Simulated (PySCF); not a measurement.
# CrCl₅ (-3): ligand-field states

Wanted: ligand-field states for CrCl₅ (-3).

Programs: PySCF 2.14.0, with routines of our own; each step states its level. All values are computed. Atoms count from 0.

### Step 1. The system as given

6 atoms, charge -3, states of the metal's open shell are computed; geometry from: model geometry, bond lengths from ionic radii.

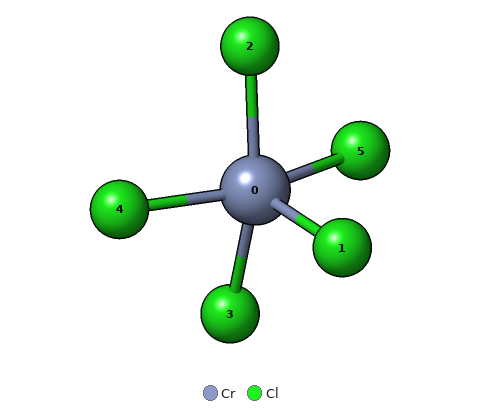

The starting geometry (chromium light blue, chlorine green); sticks join atoms by distance alone.

### Step 2. Ligand-field states: state-averaged CASSCF in water

What the job is given:

```
{"job": {"kind": "lf", "basis": {"metal": "x2c-TZVPall", "ligand": "x2c-SVPall"}, "nevpt": true, "solvent": "water"}, "charge": -3, "metal": "Cr", "open_shell": "d4"}
Cr     0.000000     0.000000     0.000000
Cl     0.000000     0.000000     2.450000
Cl     2.412779     0.000000    -0.425438
Cl    -2.412779     0.000000    -0.425438
Cl     0.000000     2.412779    -0.425438
Cl    -0.000000    -2.412779    -0.425438
```

With the program's defaults for keys left out, this is: state-averaged CASSCF of the metal d shell, SC-NEVPT2 on the averaged canonical orbitals, state-interaction spin-orbit coupling.

The run is started by

```console
$ OMP_NUM_THREADS=1 python lf_run.py task.json out
```

The driver reads the jobs from task.json and runs them one after another.

The program printed:

```text
basis functions 138, electrons 112, active (4e, 5o)
stage 1: DIIS on the effective Fock matrix, level shift 0.30
cycle   1  E = -3352.2996319276  dE = -3.352e+03  max|g| = 1.371e+00
cycle   2  E = -3352.6282594792  dE = -3.286e-01  max|g| = 9.835e-01
cycle   3  E = -3353.5640685775  dE = -9.358e-01  max|g| = 9.365e-01
cycle   4  E = -3353.8769662484  dE = -3.129e-01  max|g| = 1.498e-01
cycle   5  E = -3353.9321844469  dE = -5.522e-02  max|g| = 7.824e-02
cycle   6  E = -3353.9447758831  dE = -1.259e-02  max|g| = 4.004e-02
cycle   7  E = -3353.9451434445  dE = -3.676e-04  max|g| = 4.849e-02
cycle   8  E = -3353.9429114174  dE =  2.232e-03  max|g| = 6.353e-02
cycle   9  E = -3353.9424716841  dE =  4.397e-04  max|g| = 6.533e-02
cycle  10  E = -3353.9422221528  dE =  2.495e-04  max|g| = 6.651e-02
cycle  11  E = -3353.9416169758  dE =  6.052e-04  max|g| = 6.893e-02
cycle  12  E = -3353.9408019199  dE =  8.151e-04  max|g| = 6.962e-02
cycle  13  E = -3353.9421627444  dE = -1.361e-03  max|g| = 6.400e-02
cycle  14  E = -3353.9449458981  dE = -2.783e-03  max|g| = 4.606e-02
cycle  15  E = -3353.9468270492  dE = -1.881e-03  max|g| = 3.100e-02
stage 2: quasi-Newton rotations from the point of smallest gradient
cycle  17  E = -3353.9482735159  dE = -1.446e-03  max|g| = 2.416e-02
cycle  18  E = -3353.9486300275  dE = -3.565e-04  max|g| = 7.603e-03
cycle  19  E = -3353.9486512317  dE = -2.120e-05  max|g| = 5.469e-04
cycle  20  E = -3353.9486519256  dE = -6.940e-07  max|g| = 1.758e-04
cycle  21  E = -3353.9486519673  dE = -4.165e-08  max|g| = 3.392e-05
cycle  22  E = -3353.9486519695  dE = -2.195e-09  max|g| = 8.225e-06
converged average energy = -3353.9486519695

 mult deg   label        CASSCF/cm-1   NEVPT2/cm-1
   5   1   5B1                 0.0           0.0
   5   1   5A1              5644.2        6898.7
   5   1   5B2              7437.4        9155.5
   5   2   5E               8174.0        9721.4
   3   2   3E              18203.0       16644.3
   3   1   3A2             18169.1       16645.3
   3   1   3B1             19458.4       18366.7
   3   2   3E              20983.0       19192.1
   3   1   3A2             21689.7       19620.4
   3   1   3A1             21765.2       20815.7
   3   1   3B1             23899.1       21774.2
   3   1   3B2             24137.5       23445.4
   3   2   3E              24554.9       24208.4
   3   2   3E              25403.3       24419.2
   1   1   1B2             27886.2       24838.2
   1   2   1E              27294.5       25353.8
   3   1   3A1             26536.0       25376.3
   1   1   1A1             27324.5       25578.3
   1   1   1B1             27383.1       25635.2
   1   2   1E              29477.7       26594.5
   3   1   3B2             27239.1       26806.8
   3   1   3A2             26651.3       26855.3
   3   1   3B1             28094.4       26891.1
   3   2   3E              28247.4       27139.9
   3   2   3E              27806.5       27566.2
   1   1   1A1             31223.8       28503.6
   3   1   3A1             29641.7       28539.2
   1   1   1A1             32364.8       29204.7
   3   1   3A2             29941.5       29337.0
   1   1   1A2             31640.8       29550.9
   3   2   3E              30941.5       30153.8
   1   1   1B1             31545.8       30304.5
   3   1   3B2             32472.3       31670.6
   1   1   1B2             32798.9       31835.8
   3   1   3A1             35303.4       32222.8
   1   2   1E              33356.4       32250.4
   3   1   3A2             32488.8       32298.3
   3   1   3B1             35365.0       32471.6
   3   2   3E              36474.3       33358.5
   3   1   3B2             37296.3       34098.4
   3   2   3E              34186.4       34209.9
   1   1   1B1             36840.6       34229.8
   1   2   1E              35149.3       34588.3
   1   1   1A1             37448.6       34939.8
   1   1   1B2             36342.7       36103.1
   1   1   1A1             40308.9       37229.8
   1   1   1A2             38010.6       37288.5
   1   2   1E              40621.5       39309.3
   1   1   1B1             41240.0       39530.1
   1   1   1B2             44038.9       40284.1
   1   2   1E              42981.7       40678.7
   1   2   1E              46103.3       41808.2
   1   1   1A2             46022.3       41891.2
   1   1   1A1             45201.8       43438.7
   1   1   1B1             48995.4       44979.1
   1   2   1E              50670.6       46957.9
   3   1   3A2             53084.1       46958.4
   3   2   3E              53270.1       47438.6
   1   1   1B2             50385.4       47933.5
   3   1   3A2             55827.3       49783.0

spin-orbit levels / cm-1
      0.00  x1  5B1 1.00
      0.01  x1  5B1 1.00
      5.82  x2  5B1 1.00
      7.76  x1  5B1 1.00
   6882.20  x1  5A1 0.99
   6886.80  x2  5A1 0.99
   6900.55  x1  5A1 1.00
   6900.60  x1  5A1 1.00
   9132.80  x1  5B2 0.96 5E 0.04
   9137.85  x2  5B2 0.96 5E 0.04
   9153.60  x1  5B2 0.97
   9154.04  x1  5B2 0.98
   9618.80  x2  5E 1.00
   9684.06  x1  5E 0.98
   9697.44  x1  5E 0.97
   9750.78  x2  5E 0.97
   9791.94  x1  5E 1.00
   9818.78  x1  5E 0.95 5B2 0.04
   9854.19  x2  5E 0.98
  16579.30  x1  3E 0.97
  16597.93  x1  3E 1.00
  16645.42  x2  3A2 0.63 3E 0.36
  16647.58  x2  3E 0.63 3A2 0.36
  16649.10  x1  3A2 0.97
  16693.65  x1  3E 1.00
  16705.70  x1  3E 1.00
  18367.56  x2  3B1 1.00
  18374.22  x1  3B1 1.00
  18953.73  x1  3E 0.84 3A2 0.15
  19092.61  x1  3E 1.00
```

Wall time 13 s (1 thread of Intel Xeon 6975P-C, shared host); peak memory 0.34 GiB.

From this job:

| quantity | value |
| --- | --- |
| spin-orbit constant ζ | 223 cm⁻¹ |

Powder susceptibility:

| T (K) | χT (cm³ K/mol) | μ(eff) |
| --- | --- | --- |
| 2 | 2.375 | 4.36 |
| 5 | 2.738 | 4.68 |
| 10 | 2.877 | 4.80 |
| 20 | 2.924 | 4.84 |
| 30 | 2.935 | 4.84 |
| 50 | 2.942 | 4.85 |
| 75 | 2.947 | 4.85 |
| 100 | 2.950 | 4.86 |
| 150 | 2.955 | 4.86 |
| 200 | 2.960 | 4.87 |
| 250 | 2.965 | 4.87 |
| 300 | 2.969 | 4.87 |

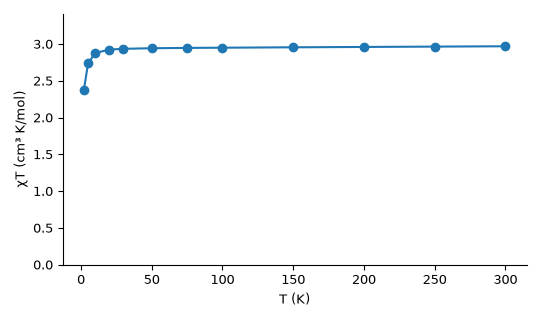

χT against temperature.

Orbitals, density, ELF and potential are computed afterwards from the orbital file.

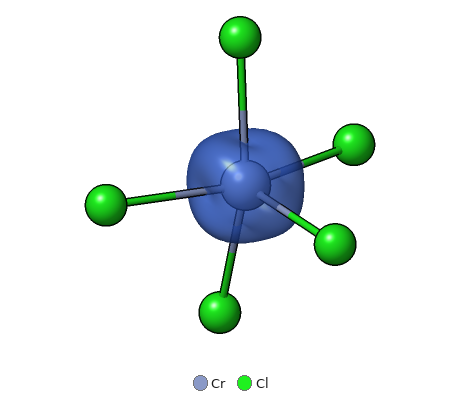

Spin density at ±0.2 e/Å³ (alpha excess blue, beta excess red).

In these pictures sticks join atoms by distance alone, so bonds to metals can be missing or extra.

### Step 3. Ligand-field states: state-averaged CASSCF (apical angle at 90°) in water

What the job is given:

```
{"job": {"kind": "lf", "basis": {"metal": "x2c-TZVPall", "ligand": "x2c-SVPall"}, "nevpt": true, "solvent": "water", "reuse": true}, "charge": -3, "metal": "Cr", "open_shell": "d4"}
Cr     0.000000     0.000000     0.000000
Cl     0.000000     0.000000     2.450000
Cl     2.450000     0.000000     0.000000
Cl    -2.450000     0.000000     0.000000
Cl     0.000000     2.450000     0.000000
Cl    -0.000000    -2.450000     0.000000
```

Level: state-averaged CASSCF of the metal d shell, SC-NEVPT2 on the averaged canonical orbitals, state-interaction spin-orbit coupling.

The program printed:

```text
basis functions 138, electrons 112, active (4e, 5o)
start from the orbitals of the previous structure
stage 1: DIIS on the effective Fock matrix, level shift 0.30
cycle   1  E = -3352.4072024165  dE = -3.352e+03  max|g| = 1.452e+00
cycle   2  E = -3353.7572967215  dE = -1.350e+00  max|g| = 4.804e-01
cycle   3  E = -3353.8949915887  dE = -1.377e-01  max|g| = 1.437e-01
cycle   4  E = -3353.9108421042  dE = -1.585e-02  max|g| = 8.040e-02
cycle   5  E = -3353.9219780615  dE = -1.114e-02  max|g| = 5.755e-02
cycle   6  E = -3353.9269469382  dE = -4.969e-03  max|g| = 3.918e-02
cycle   7  E = -3353.9289047130  dE = -1.958e-03  max|g| = 1.917e-02
cycle   8  E = -3353.9293606375  dE = -4.559e-04  max|g| = 1.231e-02
cycle   9  E = -3353.9294845586  dE = -1.239e-04  max|g| = 9.863e-03
cycle  10  E = -3353.9295390104  dE = -5.445e-05  max|g| = 7.500e-03
...
cycle  34  E = -3353.9296219090  dE = -2.472e-07  max|g| = 2.651e-04
cycle  35  E = -3353.9296219318  dE = -2.278e-08  max|g| = 1.799e-04
cycle  36  E = -3353.9296219378  dE = -6.053e-09  max|g| = 1.386e-04
cycle  37  E = -3353.9296219375  dE =  3.006e-10  max|g| = 1.220e-04
cycle  38  E = -3353.9296219318  dE =  5.737e-09  max|g| = 1.536e-04
cycle  39  E = -3353.9296219266  dE =  5.239e-09  max|g| = 1.730e-04
cycle  40  E = -3353.9296219182  dE =  8.388e-09  max|g| = 1.949e-04
stage 2: quasi-Newton rotations from the point of smallest gradient
cycle  42  E = -3353.9296219761  dE = -3.853e-08  max|g| = 2.423e-05
cycle  43  E = -3353.9296219781  dE = -2.075e-09  max|g| = 1.418e-05
cycle  44  E = -3353.9296219783  dE = -1.719e-10  max|g| = 8.527e-06
converged average energy = -3353.9296219783

 mult deg   label        CASSCF/cm-1   NEVPT2/cm-1
   5   1   5B1                 0.0           0.0
   5   1   5A1              6079.3        7525.5
   5   1   5B2              7729.7        9527.6
   5   2   5E               9269.0       10951.3
   3   2   3E              17811.8       16173.1
   3   1   3A2             18258.4       16821.2
   3   1   3B1             19518.6       18388.9
   3   1   3A2             21912.2       19825.6
   3   2   3E              21561.8       19884.0
   3   1   3A1             21879.3       20908.7
   3   1   3B1             23965.6       21825.3
   3   1   3B2             24483.9       23861.0
   3   2   3E              24497.2       24086.5
   1   2   1E              26996.9       24903.2
   3   2   3E              26080.5       25073.5
   1   1   1B2             28075.1       25093.7
   1   1   1A1             27147.0       25425.4
   1   1   1B1             27418.9       25701.6
   3   1   3A1             26904.8       25947.8
   3   1   3B2             27551.1       27142.9
   1   2   1E              29935.1       27243.4
   3   1   3A2             27111.0       27348.8
   3   1   3B1             28668.4       27549.2
   1   1   1A1             30887.0       27805.7
   3   2   3E              28825.1       28034.1
   3   2   3E              28665.0       28448.7
   3   1   3A1             30002.2       29038.5
   1   1   1A2             31742.1       29628.6
   1   1   1A1             33284.5       30386.6
   3   1   3A2             30943.7       30418.9
   1   1   1B1             31902.3       30727.7
   3   2   3E              31766.6       31021.9
   3   1   3B2             32985.0       32179.2
   1   2   1E              33338.8       32202.1
   1   1   1B2             33131.4       32263.3
   3   1   3A1             35730.9       32757.2
   3   1   3A2             33157.0       33109.8
   3   1   3B1             36339.2       33775.0
   3   2   3E              37242.7       34405.2
   1   1   1B1             37242.7       34691.7
   3   1   3B2             37914.0       34858.5
   1   1   1A1             37480.4       35080.9
   3   2   3E              35222.7       35302.4
   1   2   1E              36041.3       35625.4
   1   1   1B2             36726.0       36556.0
   1   1   1A1             40858.7       37851.6
   1   1   1A2             39285.3       38752.7
   1   2   1E              41524.9       40156.8
   1   1   1B2             44307.6       40437.6
   1   1   1B1             42015.5       40508.4
   1   2   1E              43784.7       41626.5
   1   2   1E              46135.2       42021.1
   1   1   1A2             46101.5       42112.7
   1   1   1A1             46388.7       44688.9
   1   1   1B1             49453.2       45405.6
   3   1   3A2             53035.7       46994.4
   3   2   3E              53685.9       48129.1
   1   2   1E              51847.2       48259.9
   1   1   1B2             51285.1       49090.5
   3   1   3A2             56363.8       50425.5

spin-orbit levels / cm-1
      0.00  x1  5B1 1.00
      0.01  x1  5B1 1.00
      5.86  x2  5B1 1.00
      7.82  x1  5B1 1.00
   7511.65  x1  5A1 0.99
   7515.70  x2  5A1 1.00
   7527.80  x1  5A1 1.00
   7527.83  x1  5A1 1.00
   9520.89  x1  5B2 0.99
   9523.85  x2  5B2 0.99
   9532.80  x1  5B2 1.00
   9532.88  x1  5B2 1.00
  10847.66  x2  5E 1.00
  10905.95  x1  5E 1.00
  10916.10  x1  5E 0.99
  10969.88  x2  5E 0.99
  11019.65  x1  5E 1.00
  11030.18  x1  5E 0.99
  11076.54  x2  5E 1.00
  16100.23  x1  3E 0.99
  16118.55  x1  3E 1.00
  16175.81  x2  3E 1.00
  16234.12  x1  3E 1.00
  16243.68  x1  3E 1.00
  16823.35  x2  3A2 1.00
  16826.88  x1  3A2 1.00
  18390.23  x2  3B1 1.00
  18396.60  x1  3B1 1.00
  19533.08  x1  3E 0.55 3A2 0.44
  19675.73  x2  3A2 0.58 3E 0.42
```

It took 13 s on 1 thread of Intel Xeon 6975P-C, shared host; peak memory 0.34 GiB.

From this job:

| quantity | value |
| --- | --- |
| spin-orbit constant ζ | 224 cm⁻¹ |

Powder susceptibility:

| T (K) | χT (cm³ K/mol) | μ(eff) |
| --- | --- | --- |
| 2 | 2.377 | 4.36 |
| 20 | 2.928 | 4.84 |
| 100 | 2.954 | 4.86 |
| 300 | 2.972 | 4.88 |

### Step 4. Ligand-field states: state-averaged CASSCF (apical angle at 95°) in water

What the job is given:

```
{"job": {"kind": "lf", "basis": {"metal": "x2c-TZVPall", "ligand": "x2c-SVPall"}, "nevpt": true, "solvent": "water", "reuse": true}, "charge": -3, "metal": "Cr", "open_shell": "d4"}
Cr     0.000000     0.000000     0.000000
Cl     0.000000     0.000000     2.450000
Cl     2.440677     0.000000    -0.213532
Cl    -2.440677     0.000000    -0.213532
Cl     0.000000     2.440677    -0.213532
Cl    -0.000000    -2.440677    -0.213532
```

With the program's defaults for keys left out, this is: state-averaged CASSCF of the metal d shell, SC-NEVPT2 on the averaged canonical orbitals, state-interaction spin-orbit coupling.

The program printed:

```text
basis functions 138, electrons 112, active (4e, 5o)
start from the orbitals of the previous structure
stage 1: DIIS on the effective Fock matrix, level shift 0.30
cycle   1  E = -3353.4934974292  dE = -3.353e+03  max|g| = 1.042e+00
cycle   2  E = -3353.8949834604  dE = -4.015e-01  max|g| = 2.760e-01
cycle   3  E = -3353.9343513740  dE = -3.937e-02  max|g| = 8.386e-02
cycle   4  E = -3353.9402725670  dE = -5.921e-03  max|g| = 3.672e-02
cycle   5  E = -3353.9426585784  dE = -2.386e-03  max|g| = 1.675e-02
cycle   6  E = -3353.9431016743  dE = -4.431e-04  max|g| = 9.567e-03
cycle   7  E = -3353.9432624737  dE = -1.608e-04  max|g| = 5.801e-03
cycle   8  E = -3353.9433025330  dE = -4.006e-05  max|g| = 3.275e-03
cycle   9  E = -3353.9433186123  dE = -1.608e-05  max|g| = 1.904e-03
cycle  10  E = -3353.9433231349  dE = -4.523e-06  max|g| = 1.058e-03
cycle  11  E = -3353.9433250979  dE = -1.963e-06  max|g| = 5.654e-04
cycle  12  E = -3353.9433256054  dE = -5.074e-07  max|g| = 3.057e-04
cycle  13  E = -3353.9433257429  dE = -1.376e-07  max|g| = 1.711e-04
cycle  14  E = -3353.9433257855  dE = -4.257e-08  max|g| = 1.250e-04
cycle  15  E = -3353.9433258008  dE = -1.535e-08  max|g| = 5.839e-05
cycle  16  E = -3353.9433258062  dE = -5.397e-09  max|g| = 5.896e-05
cycle  17  E = -3353.9433258100  dE = -3.726e-09  max|g| = 3.402e-05
cycle  18  E = -3353.9433258108  dE = -8.354e-10  max|g| = 2.080e-05
cycle  19  E = -3353.9433258111  dE = -3.170e-10  max|g| = 1.677e-05
cycle  20  E = -3353.9433258112  dE = -1.196e-10  max|g| = 1.644e-05
cycle  21  E = -3353.9433258113  dE = -1.037e-10  max|g| = 1.438e-05
cycle  22  E = -3353.9433258114  dE = -7.185e-11  max|g| = 1.121e-05
cycle  23  E = -3353.9433258115  dE = -5.912e-11  max|g| = 7.403e-06
converged average energy = -3353.9433258115

 mult deg   label        CASSCF/cm-1   NEVPT2/cm-1
   5   1   5B1                 0.0           0.0
   5   1   5A1              5961.7        7329.3
   5   1   5B2              7641.6        9409.3
   5   2   5E               8872.6       10494.9
   3   2   3E              17992.7       16387.4
   3   1   3A2             18241.6       16769.7
   3   1   3B1             19504.7       18387.1
   3   2   3E              21346.5       19617.5
   3   1   3A2             21836.2       19751.5
   3   1   3A1             21857.0       20883.1
   3   1   3B1             23965.5       21824.0
   3   1   3B2             24386.7       23729.1
   3   2   3E              24569.4       24171.6
   3   2   3E              25839.6       24843.7
   1   1   1B2             28024.0       25011.5
   1   2   1E              27143.8       25111.5
   1   1   1A1             27248.1       25520.9
   1   1   1B1             27423.1       25694.1
   3   1   3A1             26805.0       25775.0
   1   2   1E              29772.1       26998.3
   3   1   3B2             27457.7       27044.7
   3   1   3A2             26970.1       27194.7
   3   1   3B1             28487.1       27338.1
   3   2   3E              28628.2       27619.3
   1   1   1A1             31054.3       28093.6
   3   2   3E              28378.0       28247.2
   3   1   3A1             29911.9       28894.7
   1   1   1A2             31734.1       29623.1
   1   1   1A1             32935.2       29940.3
   3   1   3A2             30586.5       30027.9
   1   1   1B1             31800.9       30587.7
   3   2   3E              31479.5       30712.8
   3   1   3B2             32844.1       32035.1
   1   1   1B2             33046.2       32139.1
   1   2   1E              33386.6       32261.9
   3   1   3A1             35601.6       32584.6
   3   1   3A2             32959.5       32851.5
   3   1   3B1             36001.9       33302.8
   3   2   3E              36975.5       34010.8
   1   1   1B1             37118.5       34543.0
   3   1   3B2             37725.1       34609.8
   3   2   3E              34881.1       34941.7
   1   1   1A1             37500.4       35056.0
   1   2   1E              35729.1       35250.6
   1   1   1B2             36623.9       36422.4
   1   1   1A1             40693.3       37654.1
   1   1   1A2             38828.4       38214.4
   1   2   1E              41213.1       39846.9
   1   1   1B1             41779.5       40197.8
   1   1   1B2             44227.6       40404.5
   1   2   1E              43517.2       41321.2
   1   2   1E              46167.4       41971.1
   1   1   1A2             46113.2       42066.9
   1   1   1A1             45989.4       44267.1
   1   1   1B1             49324.4       45288.2
   3   1   3A2             53081.0       47008.1
   1   2   1E              51436.6       47796.9
   3   2   3E              53552.5       47891.8
   1   1   1B2             51023.0       48728.7
   3   1   3A2             56211.1       50235.6

spin-orbit levels / cm-1
      0.00  x1  5B1 1.00
      0.01  x1  5B1 1.00
      5.83  x2  5B1 1.00
      7.77  x1  5B1 1.00
   7314.40  x1  5A1 0.99
   7318.65  x2  5A1 0.99
   7331.38  x1  5A1 1.00
   7331.41  x1  5A1 1.00
   9399.03  x1  5B2 0.99
   9402.54  x2  5B2 0.99
   9413.21  x1  5B2 0.99
   9413.34  x1  5B2 0.99
  10391.67  x2  5E 1.00
  10451.14  x1  5E 0.99
  10462.60  x1  5E 0.99
  10516.17  x2  5E 0.99
  10563.94  x1  5E 1.00
  10578.14  x1  5E 0.98
  10621.86  x2  5E 0.99
  16317.40  x1  3E 0.99
  16335.67  x1  3E 1.00
  16389.90  x2  3E 1.00
  16444.18  x1  3E 1.00
  16454.59  x1  3E 1.00
  16771.44  x2  3A2 1.00
  16774.47  x1  3A2 0.99
  18388.20  x2  3B1 1.00
  18394.72  x1  3B1 1.00
  19328.43  x1  3E 0.70 3A2 0.29
  19493.08  x2  3E 0.65 3A2 0.34
```

Run time: 8.7 s. Hardware: 1 thread of Intel Xeon 6975P-C, shared host; peak memory 0.32 GiB.

Key values:

| quantity | value |
| --- | --- |
| spin-orbit constant ζ | 223 cm⁻¹ |

Powder susceptibility:

| T (K) | χT (cm³ K/mol) | μ(eff) |
| --- | --- | --- |
| 2 | 2.378 | 4.36 |
| 20 | 2.927 | 4.84 |
| 100 | 2.952 | 4.86 |
| 300 | 2.971 | 4.87 |

(Part 1 of 2 ends here.)
